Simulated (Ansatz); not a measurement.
# U-wB97X/aug-cc-pVTZ run of OH (SMILES [OH])

Aim: the electronic atomisation energy of OH at U-wB97X/aug-cc-pVTZ, from 3 runs. 

The calculation is run with Ansatz 0.2.0.

28 further runs of the same task are left out: 28 set aside as unsound or not needed.

### 1 The structure to begin with

OH has 2 atoms, charge 0, and is taken as a doublet. As SMILES, `[OH]`. The shape is that of a PBE0-D4/def2-TZVP optimisation.

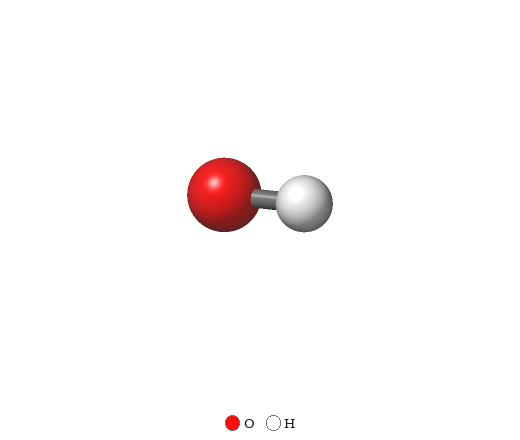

The structure, seen from a chosen angle (oxygen red, hydrogen white).

### 2 A single-point energy at U-wB97X/aug-cc-pVTZ

Contents of molecule.yaml:

```yaml
basis:
  gaussian:
    orbitals: aug-cc-pVTZ
crystal:
  periodic: [false, false, false]
  atoms:
    - symbol: O
      position_ang: [0.415880, -0.133150, 0.214550]
    - symbol: H
      position_ang: [-0.415880, 0.133150, -0.214550]
magnetization:
  spin_polarized: true
  initial_magnetization: 1
hamiltonian:
  xc: {name: wB97X}
accuracy: high
output: {orbitals: {seedname: orbitals}}
```

Command:

```
$ ansatz run molecule.yaml --threads 1 --pin off --max-ram 3480MiB --events-out events.jsonl --progress --plain --runs-dir runs
```

Log:

```text
Warning: RAYON_NUM_THREADS=1 ignored (pool sized by the plan → 1); use --threads N
Functional definition: wB97X
  name "wB97X"
  parameter omega = 0.3/bohr
  parameter cx = 0.157706
  parameter cx1 = 0.726479
  parameter cx2 = 1.04760
  parameter cx3 = -5.70635
  parameter cx4 = 13.2794
  parameter css1 = -4.33879
  parameter css2 = 18.2308
  parameter css3 = -31.7430
  parameter css4 = 17.2901
  parameter cos1 = 2.37031
  parameter cos2 = -11.3995
  parameter cos3 = 6.58405
  parameter cos4 = -3.78132
  exchange = spin_sum(e_x_unif_sr(omega)*poly(b97_u_x, 1 - cx, cx1, cx2, cx3, cx4)) + cx*exact_x_sr(omega)
      + exact_x_lr(omega)
  correlation = spin_sum(e_c_pw_same_spin*poly(b97_u_same, 1, css1, css2, css3, css4))
      + integral(e_c_pw_opposite_spin*poly(b97_u_opposite, 1, cos1, cos2, cos3, cos4))
899 factors; integrals over basis functions are off by at most 3.0e-9 eV
195 factors; integrals over basis functions are off by at most 1.4e-9 eV
mean field evaluation 1: about -2060.1641 eV, gradient 1.7e1 eV
mean field evaluation 2: about -2060.5196 eV, gradient 1.4e1 eV
mean field evaluation 4: about -2061.1156 eV, gradient 1.4e-1 eV
mean field evaluation 8: about -2061.1155 eV, gradient 6.7e-3 eV
mean field evaluation 16: about -2061.1155 eV, gradient 2.6e-7 eV
mean field -2061.11548964 eV, -75.7445971701 hartree, gradient 3.6e-9 eV, S^2 0.752995; 0 other end points of the search recorded, 0 dependent functions left out
reference -2061.11548708 eV, -75.7445970759 hartree; 5, 4 occupied and 64, 65 virtual orbitals, 899 factors
Total energy: -2061.11548708 eV, -75.7445970759 hartree
```

Wall time 5.4 s (1 thread of Arm Neoverse V2, shared host); peak memory 0.23 GiB.

### 3 The H atom, same level

Contents of run.yaml:

```yaml
crystal:
  periodic: [false, false, false]
  atoms:
    - symbol: H
      position_ang: [0.000000, 0.000000, 0.000000]
basis:
  gaussian: {orbitals: aug-cc-pVTZ}
magnetization: {spin_polarized: true, initial_magnetization: 1}
hamiltonian: {xc: {name: wB97X}}
accuracy: high
```

Run the same way, it converges to -0.50152 Eh (log not shown).

### 4 The O atom, same level

Contents of input.yaml:

```yaml
basis:
  gaussian:
    orbitals: aug-cc-pVTZ
crystal:
  periodic: [false, false, false]
  atoms:
    - {symbol: O, position_ang: [0.000000, 0.000000, 0.000000]}
magnetization:
  spin_polarized: true
  initial_magnetization: 2
hamiltonian:
  xc: {name: wB97X}
accuracy: high
```

Run the same way, it converges to -75.07426 Eh (log not shown).

### 5 Results

At U-wB97X/aug-cc-pVTZ:

| quantity | value |
| --- | --- |
| molecule: total energy | -75.74460 Eh |
| molecule: HOMO energy (highest over α and β) | -11.85 eV |
| molecule: LUMO energy (lowest over α and β) | -1.94 eV |
| molecule: ⟨S²⟩ | 0.753 |
| H atom: total energy | -0.50152 Eh |
| H atom: ⟨S²⟩ | 0.750 |
| O atom: total energy | -75.07426 Eh |
| O atom: ⟨S²⟩ | 2.005 |
| electronic atomisation energy | 4.594 eV |

What this shows: Taking the molecule apart into free atoms costs 4.59 eV (443 kJ/mol), before zero-point energy and without spin-orbit coupling.
